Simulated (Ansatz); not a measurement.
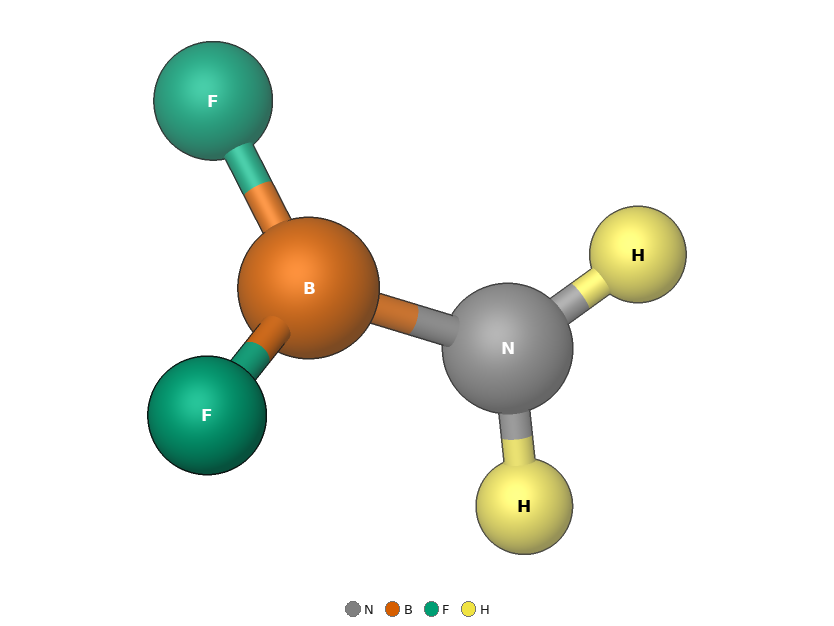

Figure made from data computed with Ansatz.

Orthographic view. Depth is shown by fading: the farther an atom, the more it takes the colour of the background. Geometry: moved along internal coordinates away from the minimum.

### Write the InChI string.

InChI=1S/BF2H2N/c2-1(3)4/h4H2
